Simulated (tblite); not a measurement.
## C₅H₁₁Si₂: geometry relaxation (part 4 of 4)

The same run, continued: C₅H₁₁Si₂, multiplicity 2; GFN2-xTB geometry optimisation, gas phase (tblite 0.8.0). It belongs to a series of runs on one base structure; here: H removed from Si.

Geometry of the input (Å):
```
C  -2.2373  1.7257  0.0631
C  -1.7282  0.6660  0.2414
C  -1.0573  -0.6303  0.4793
Si -2.0961  -2.0581  -0.1240
C  0.3024  -0.6001  -0.1645
C  1.0577  0.5153  0.4768
Si 2.7858  0.7339  -0.1740
H  -2.6944  2.6982  -0.0902
H  -0.9161  -0.6865  1.5906
H  -3.2217  -1.5678  -0.9064
H  -2.5607  -2.8472  1.0395
H  0.7560  -1.6062  0.0258
H  0.1688  -0.4617  -1.2588
H  0.4980  1.4579  0.2562
H  1.0755  0.3270  1.5781
H  3.4463  -0.5901  -0.2866
H  2.8806  1.4733  -1.4171
H  3.5321  1.4570  0.8649
```

Trajectory as extended XYZ, continued
```
18
Properties=species:S:1:pos:R:3:forces:R:3 step=103 energy=-534.19160
C    -2.4648    1.5830    0.2450    0.0140  -0.0270   0.0090
C    -1.8088    0.6005    0.4505   -0.0320   0.0150  -0.0060
C    -1.0659   -0.6251    0.6260   -0.0150   0.0000  -0.0010
Si   -2.1835   -2.0263   -0.0569    0.0100   0.0050  -0.0010
C     0.3003   -0.5418   -0.0662   -0.0080   0.0010   0.0050
C     1.1850    0.5328    0.5599    0.0020  -0.0030   0.0010
Si    2.8927    0.6922   -0.2563    0.0050   0.0320   0.0110
H    -3.0277    2.4546    0.0894    0.0200   0.0010   0.0080
H    -0.9060   -0.7818    1.7002   -0.0060   0.0180  -0.0010
H    -2.4609   -1.8653   -1.4794    0.0060  -0.0050  -0.0050
H    -3.3871   -2.1834    0.7525   -0.0020  -0.0070  -0.0070
H     0.7928   -1.5154    0.0025    0.0230  -0.0020   0.0140
H     0.1538   -0.3220   -1.1267   -0.0080   0.0090  -0.0050
H     0.6593    1.4896    0.5083   -0.0020   0.0000  -0.0110
H     1.3099    0.3128    1.6238    0.0010  -0.0080   0.0000
H     3.6275   -0.5675   -0.1197   -0.0010  -0.0200   0.0070
H     2.7488    1.0043   -1.6799   -0.0160   0.0050   0.0070
H     3.6258    1.7648    0.4210    0.0090  -0.0150  -0.0240
18
Properties=species:S:1:pos:R:3:forces:R:3 step=106 energy=-534.19222
C    -2.4640    1.5888    0.2465    0.0060  -0.0250   0.0210
C    -1.8129    0.6021    0.4462   -0.0110   0.0100   0.0160
C    -1.0693   -0.6223    0.6274    0.0060  -0.0030  -0.0090
Si   -2.1766   -2.0290   -0.0602   -0.0180  -0.0010  -0.0160
C     0.2999   -0.5414   -0.0595    0.0040  -0.0010  -0.0150
C     1.1845    0.5360    0.5622    0.0050  -0.0060  -0.0070
Si    2.8911    0.6911   -0.2595   -0.0060   0.0080   0.0070
H    -3.0261    2.4625    0.1022    0.0140   0.0070  -0.0120
H    -0.9110   -0.7738    1.7028   -0.0250   0.0110  -0.0080
H    -2.4514   -1.8767   -1.4857    0.0230   0.0000   0.0230
H    -3.3868   -2.1907    0.7389    0.0050  -0.0050  -0.0030
H     0.7931   -1.5146    0.0147    0.0140   0.0040   0.0190
H     0.1568   -0.3277   -1.1214   -0.0090   0.0140  -0.0170
H     0.6585    1.4928    0.5065    0.0070  -0.0150   0.0020
H     1.3116    0.3173    1.6263   -0.0040   0.0100  -0.0070
H     3.6212   -0.5732   -0.1252   -0.0100   0.0040   0.0050
H     2.7438    1.0039   -1.6833   -0.0150   0.0010   0.0200
H     3.6289    1.7613    0.4152    0.0140  -0.0110  -0.0200
18
Properties=species:S:1:pos:R:3:forces:R:3 step=108 energy=-534.19268
C    -2.4665    1.5888    0.2485   -0.0330   0.0410   0.0070
C    -1.8160    0.6021    0.4465    0.0320  -0.0310   0.0090
C    -1.0698   -0.6206    0.6272    0.0010  -0.0020  -0.0100
Si   -2.1743   -2.0296   -0.0612   -0.0140  -0.0040  -0.0030
C     0.3003   -0.5390   -0.0590    0.0040  -0.0030  -0.0040
C     1.1858    0.5367    0.5650   -0.0090  -0.0040  -0.0040
Si    2.8901    0.6912   -0.2597    0.0000  -0.0320  -0.0150
H    -3.0274    2.4639    0.1053    0.0150  -0.0050  -0.0090
H    -0.9134   -0.7674    1.7033   -0.0140  -0.0120  -0.0040
H    -2.4413   -1.8817   -1.4883    0.0210   0.0020   0.0170
H    -3.3887   -2.1931    0.7318    0.0130   0.0000  -0.0060
H     0.7953   -1.5117    0.0179   -0.0080   0.0130  -0.0010
H     0.1576   -0.3239   -1.1214    0.0000   0.0000   0.0120
H     0.6607    1.4937    0.5115   -0.0010  -0.0040   0.0070
H     1.3144    0.3151    1.6284   -0.0090   0.0120  -0.0110
H     3.6153   -0.5767   -0.1235   -0.0090   0.0200   0.0040
H     2.7365    0.9966   -1.6845   -0.0110   0.0060   0.0190
H     3.6326    1.7619    0.4064    0.0220   0.0020  -0.0080
18
Properties=species:S:1:pos:R:3:forces:R:3 step=111 energy=-534.19328
C    -2.4672    1.5886    0.2617    0.0050  -0.0030   0.0140
C    -1.8154    0.6008    0.4519    0.0020   0.0190  -0.0110
C    -1.0709   -0.6228    0.6308   -0.0070   0.0010   0.0050
Si   -2.1726   -2.0288   -0.0677   -0.0020  -0.0080   0.0170
C     0.3017   -0.5429   -0.0494   -0.0060   0.0040   0.0050
C     1.1839    0.5407    0.5644   -0.0070   0.0110   0.0030
Si    2.8846    0.6913   -0.2670    0.0050  -0.0030   0.0090
H    -3.0243    2.4664    0.1248    0.0000   0.0100  -0.0140
H    -0.9234   -0.7689    1.7081    0.0070  -0.0280  -0.0020
H    -2.4036   -1.8965   -1.5019    0.0120   0.0060   0.0080
H    -3.4022   -2.1711    0.7049    0.0030  -0.0050  -0.0110
H     0.7996   -1.5125    0.0411   -0.0080  -0.0020  -0.0140
H     0.1610   -0.3390   -1.1141    0.0080  -0.0040   0.0020
H     0.6573    1.4959    0.5049   -0.0170   0.0120  -0.0020
H     1.3152    0.3299    1.6292   -0.0060   0.0000   0.0020
H     3.6011   -0.5788   -0.1295    0.0180  -0.0160   0.0030
H     2.7280    0.9952   -1.6904   -0.0160   0.0100  -0.0050
H     3.6385    1.7590    0.3922    0.0090  -0.0030  -0.0090
18
Properties=species:S:1:pos:R:3:forces:R:3 step=114 energy=-534.19382
C    -2.4665    1.5905    0.2755    0.0230  -0.0150  -0.0020
C    -1.8130    0.6017    0.4546   -0.0150   0.0150   0.0090
C    -1.0725   -0.6243    0.6339    0.0000  -0.0050   0.0090
Si   -2.1710   -2.0307   -0.0678   -0.0070   0.0010  -0.0010
C     0.3018   -0.5461   -0.0428   -0.0050   0.0030  -0.0010
C     1.1803    0.5452    0.5626    0.0070   0.0060   0.0040
Si    2.8814    0.6899   -0.2710   -0.0040   0.0240   0.0100
H    -3.0182    2.4712    0.1363   -0.0080   0.0130  -0.0090
H    -0.9289   -0.7758    1.7110    0.0130  -0.0040   0.0020
H    -2.3729   -1.9072   -1.5072    0.0060   0.0000   0.0060
H    -3.4157   -2.1562    0.6829    0.0030  -0.0070  -0.0090
H     0.8009   -1.5138    0.0550    0.0030  -0.0140   0.0010
H     0.1647   -0.3525   -1.1094   -0.0060   0.0090  -0.0170
H     0.6500    1.4982    0.4968   -0.0030   0.0040  -0.0090
H     1.3122    0.3422    1.6285   -0.0040  -0.0010   0.0170
H     3.5960   -0.5814   -0.1333    0.0110  -0.0140  -0.0020
H     2.7185    0.9990   -1.6929   -0.0110  -0.0040  -0.0020
H     3.6441    1.7565    0.3814   -0.0030  -0.0130  -0.0050
18
Properties=species:S:1:pos:R:3:forces:R:3 step=117 energy=-534.19400
C    -2.4651    1.5932    0.2762    0.0060   0.0120  -0.0110
C    -1.8142    0.6026    0.4539    0.0000  -0.0080   0.0140
C    -1.0729   -0.6233    0.6330    0.0000  -0.0010   0.0040
Si   -2.1689   -2.0338   -0.0648   -0.0060   0.0080  -0.0070
C     0.3008   -0.5430   -0.0455   -0.0010  -0.0030  -0.0010
C     1.1799    0.5455    0.5650   -0.0020  -0.0040   0.0040
Si    2.8805    0.6898   -0.2693   -0.0020  -0.0080  -0.0070
H    -3.0150    2.4752    0.1347    0.0000  -0.0030  -0.0030
H    -0.9266   -0.7739    1.7099    0.0110  -0.0010   0.0030
H    -2.3680   -1.9130   -1.5048    0.0060  -0.0020   0.0010
H    -3.4162   -2.1607    0.6812    0.0050  -0.0050  -0.0050
H     0.8001   -1.5116    0.0485   -0.0040   0.0010  -0.0030
H     0.1636   -0.3451   -1.1119   -0.0070   0.0050   0.0050
H     0.6498    1.4991    0.5026    0.0030  -0.0020  -0.0040
H     1.3113    0.3369    1.6302   -0.0060   0.0080   0.0060
H     3.5950   -0.5830   -0.1283    0.0000   0.0120  -0.0060
H     2.7118    0.9932   -1.6923   -0.0040  -0.0050   0.0050
H     3.6451    1.7584    0.3757    0.0020  -0.0040   0.0030
18
Properties=species:S:1:pos:R:3:forces:R:3 step=120 energy=-534.19423
C    -2.4615    1.5966    0.2750    0.0060  -0.0070  -0.0020
C    -1.8156    0.6033    0.4573    0.0010   0.0060   0.0050
C    -1.0735   -0.6227    0.6343   -0.0010   0.0070   0.0050
Si   -2.1671   -2.0332   -0.0660    0.0080  -0.0020   0.0080
C     0.2996   -0.5415   -0.0452   -0.0030   0.0060   0.0050
C     1.1791    0.5455    0.5682   -0.0030  -0.0030  -0.0050
Si    2.8778    0.6888   -0.2699    0.0020   0.0000   0.0120
H    -3.0137    2.4774    0.1340    0.0070  -0.0070  -0.0030
H    -0.9240   -0.7746    1.7105   -0.0010  -0.0020   0.0040
H    -2.3597   -1.9181   -1.5063    0.0010   0.0030  -0.0130
H    -3.4144   -2.1631    0.6779   -0.0090  -0.0050   0.0000
H     0.7978   -1.5111    0.0458   -0.0030   0.0090  -0.0040
H     0.1611   -0.3400   -1.1109   -0.0010   0.0030   0.0110
H     0.6502    1.4998    0.5049    0.0010  -0.0060   0.0010
H     1.3097    0.3369    1.6340   -0.0060   0.0060  -0.0130
H     3.5933   -0.5821   -0.1273    0.0070  -0.0080  -0.0050
H     2.7054    0.9875   -1.6927   -0.0060   0.0010  -0.0080
H     3.6468    1.7569    0.3706   -0.0020   0.0010   0.0020
18
Properties=species:S:1:pos:R:3:forces:R:3 step=123 energy=-534.19437
C    -2.4581    1.5979    0.2807   -0.0010  -0.0060  -0.0010
C    -1.8150    0.6030    0.4639    0.0080  -0.0010   0.0020
C    -1.0737   -0.6238    0.6387    0.0000   0.0000   0.0060
Si   -2.1669   -2.0327   -0.0661   -0.0020  -0.0010  -0.0030
C     0.2991   -0.5436   -0.0411   -0.0030   0.0040   0.0030
C     1.1770    0.5473    0.5672    0.0020   0.0020  -0.0040
Si    2.8756    0.6882   -0.2719   -0.0010   0.0020   0.0010
H    -3.0109    2.4784    0.1399    0.0090  -0.0050  -0.0030
H    -0.9231   -0.7784    1.7143   -0.0070   0.0020   0.0080
H    -2.3379   -1.9235   -1.5105   -0.0010   0.0010   0.0040
H    -3.4252   -2.1534    0.6619    0.0040  -0.0020  -0.0070
H     0.7982   -1.5122    0.0533    0.0010   0.0010   0.0020
H     0.1612   -0.3470   -1.1074   -0.0060   0.0080   0.0000
H     0.6461    1.4999    0.4978    0.0040   0.0030  -0.0010
H     1.3061    0.3461    1.6341    0.0000  -0.0020  -0.0050
H     3.5919   -0.5827   -0.1315    0.0010  -0.0060  -0.0060
H     2.6975    0.9880   -1.6943    0.0000  -0.0030  -0.0010
H     3.6493    1.7549    0.3653   -0.0070   0.0020   0.0050
18
Properties=species:S:1:pos:R:3:forces:R:3 step=126 energy=-534.19446
C    -2.4568    1.5969    0.2793   -0.0050  -0.0010   0.0030
C    -1.8139    0.6028    0.4664    0.0020  -0.0030  -0.0030
C    -1.0736   -0.6241    0.6411    0.0030  -0.0080   0.0030
Si   -2.1666   -2.0324   -0.0662    0.0070   0.0020   0.0040
C     0.2985   -0.5432   -0.0402    0.0010  -0.0040  -0.0030
C     1.1770    0.5475    0.5663   -0.0010   0.0060   0.0050
Si    2.8759    0.6879   -0.2718    0.0020  -0.0060  -0.0110
H    -3.0093    2.4772    0.1387    0.0030   0.0060  -0.0060
H    -0.9228   -0.7782    1.7168   -0.0050  -0.0040   0.0030
H    -2.3370   -1.9229   -1.5104    0.0020   0.0030  -0.0020
H    -3.4261   -2.1541    0.6586   -0.0020  -0.0010   0.0000
H     0.7984   -1.5115    0.0537   -0.0010   0.0010  -0.0030
H     0.1595   -0.3455   -1.1062   -0.0080  -0.0010   0.0000
H     0.6464    1.5001    0.4965    0.0010   0.0120  -0.0050
H     1.3048    0.3475    1.6333    0.0070  -0.0050   0.0090
H     3.5925   -0.5838   -0.1340   -0.0050   0.0050  -0.0030
H     2.6960    0.9875   -1.6945    0.0030  -0.0020   0.0070
H     3.6485    1.7548    0.3666   -0.0060  -0.0010   0.0020
18
Properties=species:S:1:pos:R:3:forces:R:3 step=129 energy=-534.19454
C    -2.4562    1.5962    0.2798   -0.0020   0.0010   0.0020
C    -1.8129    0.6028    0.4690   -0.0090  -0.0030   0.0000
C    -1.0734   -0.6245    0.6440   -0.0010  -0.0010  -0.0010
Si   -2.1647   -2.0323   -0.0667    0.0030  -0.0030   0.0020
C     0.2977   -0.5415   -0.0387    0.0000   0.0000   0.0010
C     1.1767    0.5491    0.5680   -0.0010  -0.0020   0.0020
Si    2.8746    0.6868   -0.2729    0.0000  -0.0010   0.0020
H    -3.0069    2.4773    0.1371    0.0010   0.0060  -0.0050
H    -0.9239   -0.7799    1.7198    0.0010  -0.0010  -0.0020
H    -2.3296   -1.9258   -1.5118    0.0040   0.0050   0.0010
H    -3.4273   -2.1533    0.6527   -0.0030  -0.0010   0.0010
H     0.7977   -1.5099    0.0528    0.0040   0.0030  -0.0050
H     0.1560   -0.3414   -1.1041   -0.0030  -0.0050   0.0040
H     0.6473    1.5026    0.4976    0.0040  -0.0020   0.0030
H     1.3054    0.3477    1.6348    0.0040   0.0040   0.0010
H     3.5908   -0.5847   -0.1351   -0.0010  -0.0010   0.0000
H     2.6919    0.9827   -1.6952    0.0030   0.0030  -0.0050
H     3.6480    1.7545    0.3631   -0.0050  -0.0010   0.0000
```

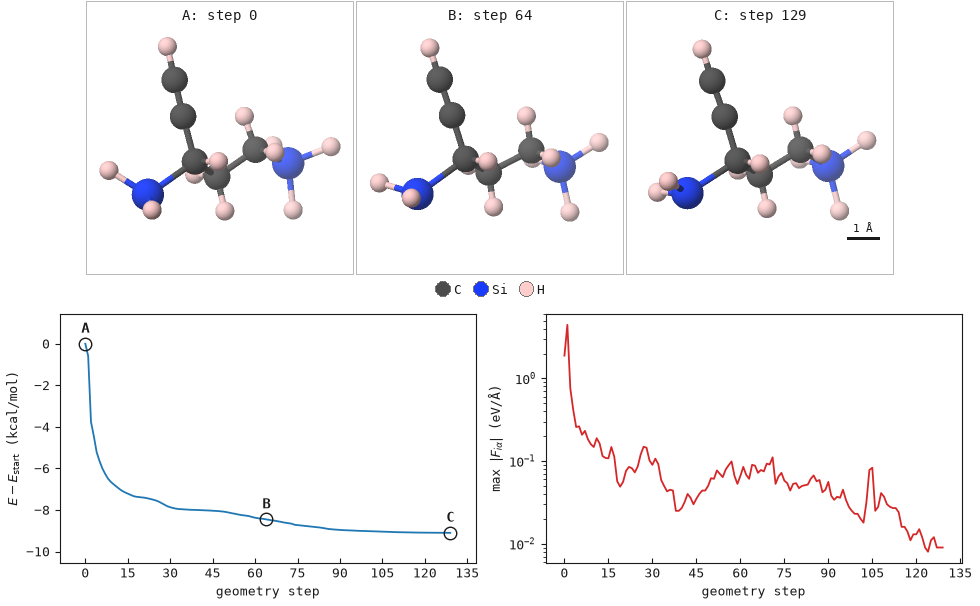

Frames of the relaxation (ball-and-stick view, seen at a tilt) above the curves, on which the letters mark them (steps are counted from 0).

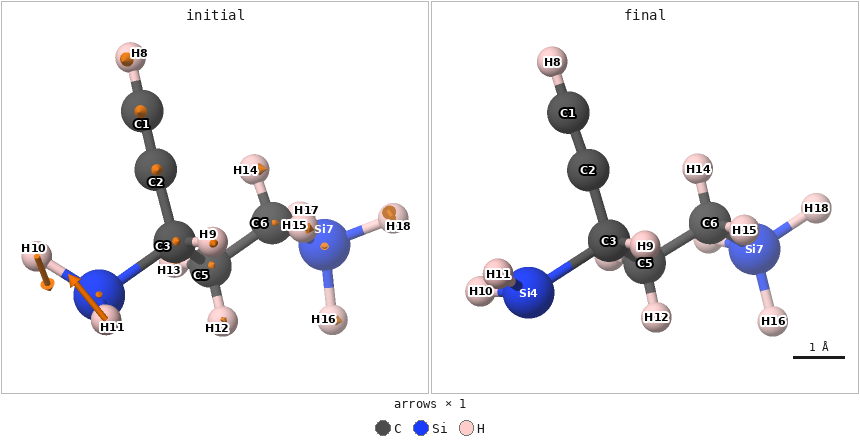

Before (left) and after (right) the relaxation, at one scale (ball-and-stick view, seen at a tilt). The orange arrows give the displacements, at true length. After 129 geometry steps the energy has fallen by 9.10 kcal/mol. The largest force component goes from 1.9 to 0.009 eV/Å. H11 moves most after the best rigid fit: 1.18 Å. Largest moves by element: H 1.18 Å, C 0.33 Å, Si 0.14 Å. Among the contacts that change: C3–Si4 1.866 → 1.918 Å, C6–Si7 1.859 → 1.900 Å, C1–H8 1.085 → 1.049 Å, C2–C3 1.479 → 1.444 Å. Among the angles that change: C6–Si7–H17 114.9° → 109.5°, C3–C5–C6 106.8° → 112.1°, C2–C3–Si4 111.5° → 106.7°. (Atoms are counted from 1 in the order of the input.)

Results in brief

- outcome: converged
- total energy: −534.1945 eV
- wall time: 0.99 s
- peak memory: 0.18 GiB
